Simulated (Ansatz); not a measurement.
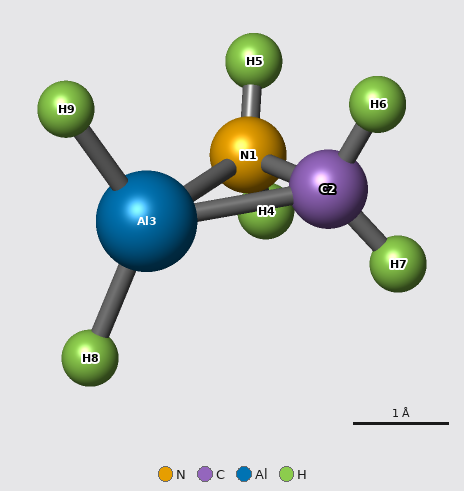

Fig. 1: The input geometry (ball-and-stick view, seen at a tilt; atoms are numbered from 1 in the order of the input). Sticks mark near contacts. Bond lengths as drawn: Al–C 1.98 Å, Al–H 1.60 Å, Al–N 2.04 Å, C–H 1.10 Å, C–N 1.53 Å and H–N 1.03 Å.

**Geometry relaxation of CH$_{6}$AlN**

- system: CH$_{6}$AlN
- method: RKS PBE0-D4/def2-TZVP (Ansatz 0.2.0)

The geometry: PBE-D4/def2-SVP start. Figures and captions count atoms from 1; the log counts them from 0 in places.

### What the program printed
```
Functional definition: PBE0
  name "PBE0"
  cite "Adamo & Barone, J. Chem. Phys. 110, 6158 (1999) doi:10.1063/1.478522"
  cite "Perdew, Burke & Ernzerhof, Phys. Rev. Lett. 77, 3865 (1996) doi:10.1103/PhysRevLett.77.3865"
  parent pbe
  parameter a = 0.25
  parameter kappa = 0.804
  parameter beta = 0.06672455060314922
  exchange = (1 - a)*pbe_x(kappa = kappa, mu = beta*pi^2/3) + a*exact_x
  correlation = pbe_c(beta = beta)
878 factors; their error is unknown
mean field evaluation 1: about -9209.2889 eV, gradient 5.6e1 eV
mean field evaluation 2: about -9200.6381 eV, gradient 8.0e1 eV
mean field evaluation 4: about -9216.2008 eV, gradient 3.1e0 eV
mean field evaluation 8: about -9216.2281 eV, gradient 3.4e-2 eV
mean field -9216.22811630 eV, -338.6901362903 hartree, gradient 1.4e-5 eV, S^2 0.000000; 0 other end points of the search recorded, 0 dependent functions left out
the calculation of the forces begins
reference -9216.22814975 eV, -338.6901375194 hartree; 16, 16 occupied and 119, 119 virtual orbitals, 878 factors
relax step   1: F+E_penalty+E_count = -9216.34072946 eV  Δ(F+E_penalty+E_count) = +0.000e0 eV  max|allowed force component| = 5.701e-1 eV/Å  Δτ_max = 0.0000 Å  (25 SCF iters, accepted)
these checks for a lower state are left out or cut short: starts, cluster_reference, orbital_swaps, neighbouring_geometries, increment
878 factors; their error is unknown
mean field evaluation 16: about -9216.2465 eV, gradient 1.6e0 eV
mean field -9216.25806833 eV, -338.6912370071 hartree, gradient 1.9e-5 eV, S^2 0.000000; 0 other end points of the search recorded, 0 dependent functions left out
the calculation of the forces begins
reference -9216.25810167 eV, -338.6912382324 hartree; 16, 16 occupied and 119, 119 virtual orbitals, 878 factors
relax step   2: F+E_penalty+E_count = -9216.37094872 eV  Δ(F+E_penalty+E_count) = -3.022e-2 eV  max|allowed force component| = 2.239e-1 eV/Å  Δτ_max = 0.0200 Å  (29 SCF iters, accepted)
these checks for a lower state are left out or cut short: starts, cluster_reference, orbital_swaps, neighbouring_geometries, increment
878 factors; their error is unknown
mean field -9216.26278862 eV, -338.6914104744 hartree, gradient 1.9e-5 eV, S^2 0.000000; 0 other end points of the search recorded, 0 dependent functions left out
the calculation of the forces begins
reference -9216.26282188 eV, -338.6914116969 hartree; 16, 16 occupied and 119, 119 virtual orbitals, 878 factors
relax step   3: F+E_penalty+E_count = -9216.37595655 eV  Δ(F+E_penalty+E_count) = -5.008e-3 eV  max|allowed force component| = 3.334e-2 eV/Å  Δτ_max = 0.0173 Å  (30 SCF iters, accepted)
these checks for a lower state are left out or cut short: starts, cluster_reference, orbital_swaps, neighbouring_geometries, increment
878 factors; their error is unknown
mean field evaluation 32: about -9216.2629 eV, gradient 3.3e-1 eV
mean field -9216.26306424 eV, -338.6914206032 hartree, gradient 1.9e-5 eV, S^2 0.000000; 0 other end points of the search recorded, 0 dependent functions left out
the calculation of the forces begins
reference -9216.26309749 eV, -338.6914218253 hartree; 16, 16 occupied and 119, 119 virtual orbitals, 878 factors
relax step   4: F+E_penalty+E_count = -9216.37626390 eV  Δ(F+E_penalty+E_count) = -3.074e-4 eV  max|allowed force component| = 2.189e-2 eV/Å  Δτ_max = 0.0055 Å  (30 SCF iters, accepted)
these checks for a lower state are left out or cut short: starts, cluster_reference, orbital_swaps, neighbouring_geometries, increment
878 factors; their error is unknown
mean field -9216.26332564 eV, -338.6914302097 hartree, gradient 1.9e-5 eV, S^2 0.000000; 0 other end points of the search recorded, 0 dependent functions left out
the calculation of the forces begins
reference -9216.26335889 eV, -338.6914314315 hartree; 16, 16 occupied and 119, 119 virtual orbitals, 878 factors
relax step   5: F+E_penalty+E_count = -9216.37652233 eV  Δ(F+E_penalty+E_count) = -2.584e-4 eV  max|allowed force component| = 1.818e-2 eV/Å  Δτ_max = 0.0171 Å  (29 SCF iters, accepted)
these checks for a lower state are left out or cut short: starts, cluster_reference, orbital_swaps, neighbouring_geometries, increment
878 factors; their error is unknown
mean field -9216.26335326 eV, -338.6914312248 hartree, gradient 1.9e-5 eV, S^2 0.000000; 0 other end points of the search recorded, 0 dependent functions left out
the calculation of the forces begins
reference -9216.26338651 eV, -338.6914324464 hartree; 16, 16 occupied and 119, 119 virtual orbitals, 878 factors
relax step   6: F+E_penalty+E_count = -9216.37655061 eV  Δ(F+E_penalty+E_count) = -2.827e-5 eV  max|allowed force component| = 1.452e-2 eV/Å  Δτ_max = 0.0120 Å  (29 SCF iters, accepted)
these checks for a lower state are left out or cut short: starts, cluster_reference, orbital_swaps, neighbouring_geometries, increment
878 factors; their error is unknown
mean field -9216.26337460 eV, -338.6914320088 hartree, gradient 1.9e-5 eV, S^2 0.000000; 0 other end points of the search recorded, 0 dependent functions left out
the calculation of the forces begins
reference -9216.26340784 eV, -338.6914332305 hartree; 16, 16 occupied and 119, 119 virtual orbitals, 878 factors
relax step   7: F+E_penalty+E_count = -9216.37657256 eV  Δ(F+E_penalty+E_count) = -2.196e-5 eV  max|allowed force component| = 2.553e-3 eV/Å  Δτ_max = 0.0025 Å  (30 SCF iters, accepted)
878 factors; their error is unknown
mean field evaluation 64: about -9216.2634 eV, gradient 1.9e-5 eV
```

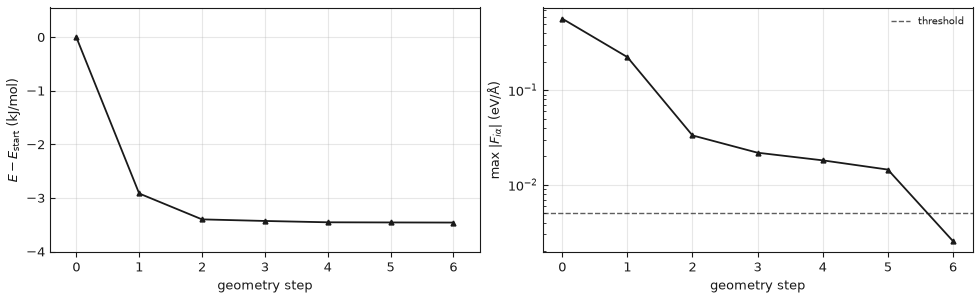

Fig. 2: Progress of the relaxation, step by step (the first geometry is step 0 here and step 1 in the log).

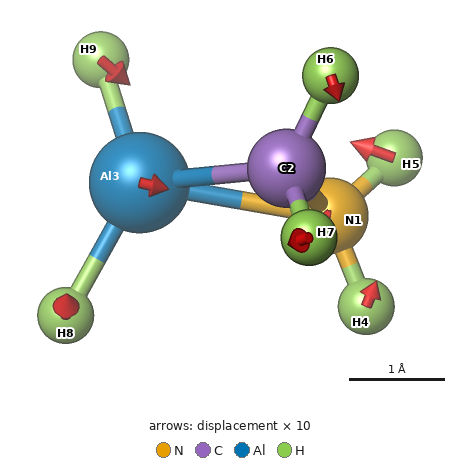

Fig. 3: The starting structure with the displacements as red arrows, magnified 10 times (ball-and-stick view, seen at a tilt). The two geometries are laid on each other by the best rigid fit. The energy falls by 3.46 kJ/mol in 6 geometry steps. The largest force component goes from 0.57 to 0.0026 eV/Å. H5 moves most after the best rigid fit: 0.051 Å. By element the largest moves are H 0.051 Å, Al 0.033 Å, N 0.010 Å, C 0.005 Å. Among the contacts that change: N1–Al3 2.042 → 1.999 Å, C2–Al3 1.978 → 1.952 Å, C2–H6 1.104 → 1.087 Å, N1–H4 1.026 → 1.010 Å. Among the angles that change: Al3–N1–H5 125.2° → 123.1°. (Atoms are counted from 1 in the order of the input.)

```
mean field -9216.26337460 eV, -338.6914320088 hartree, gradient 1.9e-5 eV, S^2 0.000000; 1 other end points of the search recorded, 0 dependent functions left out
the calculation of the forces begins
reference -9216.26340784 eV, -338.6914332305 hartree; 16, 16 occupied and 119, 119 virtual orbitals, 878 factors
Total energy: -9216.37660581 eV, -338.6955931790 hartree
Atom 0 at    -0.728506     0.266130    -0.477100 Å, force    -0.000291    -0.001668    -0.001418 eV/Å
Atom 1 at     0.781787     0.452334    -0.390641 Å, force     0.001302    -0.001185    -0.000448 eV/Å
Atom 2 at     0.149854    -0.794583     0.971968 Å, force    -0.000210     0.002553     0.002400 eV/Å
Atom 3 at    -1.040521    -0.142460    -1.346752 Å, force    -0.000463     0.000978    -0.000663 eV/Å
Atom 4 at    -1.254686     1.110317    -0.300809 Å, force    -0.000009    -0.000732     0.000923 eV/Å
Atom 5 at     1.025848     1.490873    -0.182074 Å, force     0.000191    -0.002344     0.001281 eV/Å
Atom 6 at     1.257861     0.130959    -1.313474 Å, force    -0.000262     0.001830    -0.001961 eV/Å
Atom 7 at     0.130777    -2.343952     0.620939 Å, force     0.000240     0.000528    -0.000368 eV/Å
Atom 8 at    -0.233913    -0.215817     2.400843 Å, force    -0.000499     0.000040     0.000255 eV/Å
Dipole moment:    -0.252625     0.399813    -0.530594 e Å
```

### Trajectory as extended XYZ (Å, eV, eV/Å), 7 frames, from step=1 to step=7
```
9
Properties=species:S:1:pos:R:3:forces:R:3 step=1 energy=-9216.34073
N    -0.7335    0.2712   -0.4839   -0.3309   0.1460  -0.2887
C     0.7806    0.4559   -0.3944    0.1557   0.1320  -0.1026
Al    0.1674   -0.8102    0.9955   -0.1164   0.2726  -0.3599
H    -1.0456   -0.1708   -1.3562    0.2407   0.2876   0.5701
H    -1.2787    1.1292   -0.3413    0.4101  -0.5484  -0.0767
H     1.0310    1.5047   -0.1560   -0.1593  -0.5219  -0.1261
H     1.2759    0.1546   -1.3340   -0.2819   0.1494   0.4547
H     0.0959   -2.3651    0.6194    0.0327   0.1609   0.0655
H    -0.2045   -0.2157    2.4337    0.0494  -0.0781  -0.1363
9
Properties=species:S:1:pos:R:3:forces:R:3 step=2 energy=-9216.37095
N    -0.7328    0.2722   -0.4830   -0.0842  -0.0148  -0.0321
C     0.7777    0.4505   -0.3912    0.0397   0.0406  -0.0196
Al    0.1575   -0.8038    0.9855   -0.0464   0.1762  -0.2239
H    -1.0375   -0.1597   -1.3489    0.0679   0.0572   0.1598
H    -1.2623    1.1263   -0.3436    0.1141  -0.1511   0.0120
H     1.0206    1.4895   -0.1588   -0.0311  -0.1523  -0.0246
H     1.2598    0.1543   -1.3248   -0.0652   0.0293   0.1399
H     0.1088   -2.3521    0.6276    0.0030   0.0191   0.0053
H    -0.2034   -0.2232    2.4201    0.0022  -0.0043  -0.0168
9
Properties=species:S:1:pos:R:3:forces:R:3 step=3 energy=-9216.37596
N    -0.7305    0.2680   -0.4779    0.0269  -0.0308   0.0177
C     0.7789    0.4506   -0.3916    0.0230  -0.0003   0.0199
Al    0.1539   -0.7957    0.9740   -0.0304   0.0252  -0.0333
H    -1.0364   -0.1633   -1.3381   -0.0019  -0.0197  -0.0242
H    -1.2589    1.1157   -0.3311   -0.0044   0.0267   0.0268
H     1.0221    1.4837   -0.1584   -0.0081   0.0213   0.0018
H     1.2602    0.1523   -1.3188   -0.0069  -0.0128  -0.0213
H     0.1085   -2.3426    0.6187    0.0034  -0.0132   0.0000
H    -0.2092   -0.2148    2.4062   -0.0016   0.0036   0.0126
9
Properties=species:S:1:pos:R:3:forces:R:3 step=4 energy=-9216.37626
N    -0.7283    0.2669   -0.4765   -0.0198  -0.0121  -0.0132
C     0.7811    0.4508   -0.3917    0.0219   0.0139   0.0037
Al    0.1511   -0.7948    0.9722   -0.0082  -0.0024   0.0028
H    -1.0347   -0.1637   -1.3375   -0.0027  -0.0015  -0.0034
H    -1.2568    1.1145   -0.3261    0.0010   0.0040   0.0131
H     1.0211    1.4856   -0.1607    0.0037   0.0045  -0.0013
H     1.2588    0.1519   -1.3209    0.0018  -0.0061  -0.0032
H     0.1086   -2.3431    0.6187    0.0026  -0.0019   0.0001
H    -0.2123   -0.2142    2.4054   -0.0002   0.0014   0.0014
9
Properties=species:S:1:pos:R:3:forces:R:3 step=5 energy=-9216.37652
N    -0.7285    0.2655   -0.4779    0.0078   0.0094   0.0182
C     0.7820    0.4521   -0.3907   -0.0077  -0.0138  -0.0076
Al    0.1500   -0.7947    0.9719   -0.0017   0.0019  -0.0013
H    -1.0386   -0.1513   -1.3443    0.0008   0.0041  -0.0046
H    -1.2551    1.1110   -0.3094   -0.0044  -0.0046  -0.0023
H     1.0240    1.4891   -0.1729   -0.0016   0.0046  -0.0013
H     1.2583    0.1399   -1.3164    0.0064  -0.0009  -0.0009
H     0.1209   -2.3438    0.6203    0.0026  -0.0003   0.0003
H    -0.2244   -0.2142    2.4025   -0.0023  -0.0005  -0.0005
9
Properties=species:S:1:pos:R:3:forces:R:3 step=6 energy=-9216.37655
N    -0.7288    0.2664   -0.4768    0.0145  -0.0085  -0.0065
C     0.7825    0.4512   -0.3916   -0.0138   0.0107   0.0101
Al    0.1496   -0.7945    0.9718    0.0019  -0.0008  -0.0006
H    -1.0414   -0.1422   -1.3463   -0.0035   0.0047   0.0022
H    -1.2542    1.1109   -0.2994    0.0026  -0.0041  -0.0046
H     1.0258    1.4897   -0.1814    0.0051  -0.0036  -0.0013
H     1.2585    0.1316   -1.3152   -0.0070   0.0004   0.0016
H     0.1326   -2.3442    0.6216   -0.0025   0.0012   0.0005
H    -0.2362   -0.2152    2.4001    0.0026   0.0001  -0.0015
9
Properties=species:S:1:pos:R:3:forces:R:3 step=7 energy=-9216.37657
N    -0.7285    0.2661   -0.4771   -0.0003  -0.0017  -0.0014
C     0.7818    0.4523   -0.3906    0.0013  -0.0012  -0.0004
Al    0.1499   -0.7946    0.9720   -0.0002   0.0026   0.0024
H    -1.0405   -0.1425   -1.3468   -0.0005   0.0010  -0.0007
H    -1.2547    1.1103   -0.3008    0.0000  -0.0007   0.0009
H     1.0258    1.4909   -0.1821    0.0002  -0.0023   0.0013
H     1.2579    0.1310   -1.3135   -0.0003   0.0018  -0.0020
H     0.1308   -2.3440    0.6209    0.0002   0.0005  -0.0004
H    -0.2339   -0.2158    2.4008   -0.0005   0.0000   0.0003
```

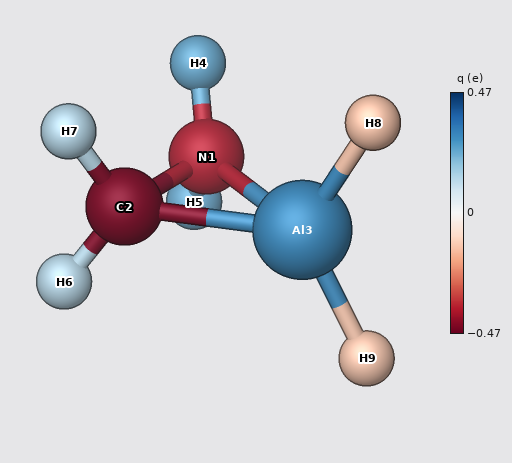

Fig. 4: Mulliken charges, as the colour of each atom (ball-and-stick view, seen at a tilt; atoms are numbered from 1 in the order of the input). By element: N −0.38, C −0.44, Al +0.30 and H −0.13 to +0.25 e.

The run was set up as follows.

### The input
```yaml
crystal:
  periodic: [false, false, false]
  atoms:
    - {symbol: N, position_ang: [-0.733452, 0.271188, -0.483898]}
    - {symbol: C, position_ang: [0.780614, 0.455857, -0.394432]}
    - {symbol: Al, position_ang: [0.167384, -0.810243, 0.995515]}
    - {symbol: H, position_ang: [-1.045609, -0.170791, -1.356163]}
    - {symbol: H, position_ang: [-1.278713, 1.129221, -0.341257]}
    - {symbol: H, position_ang: [1.030951, 1.504737, -0.156010]}
    - {symbol: H, position_ang: [1.275905, 0.154649, -1.333976]}
    - {symbol: H, position_ang: [0.095921, -2.365092, 0.619406]}
    - {symbol: H, position_ang: [-0.204501, -0.215726, 2.433715]}
basis:
  gaussian: {orbitals: def2-TZVP}
hamiltonian: {xc: pbe0, dispersion: d4}
relax: {f_tol: 0.005, max_steps: 150}
```

Run as:
```bash
ansatz run in.yaml --threads 2 --pin off --events-out ev --progress --plain --max-ram 4352MiB
```

### Summary

- outcome: converged
- total energy: −9216.3766 eV
- mean-field energy: −9216.2634 eV
- dispersion energy: −0.1132 eV
- SCF solution under orbital rotations: stable
- largest force (length of the vector) at the end: 0.004 eV/Å
- dipole moment: 3.41 D
- hardware: 2 threads of INTEL XEON PLATINUM @ 2.30GHz, 23 GiB of memory available, shared host
- wall time: 9.5 s (CPU time 18 s)
- peak memory: 0.25 GiB
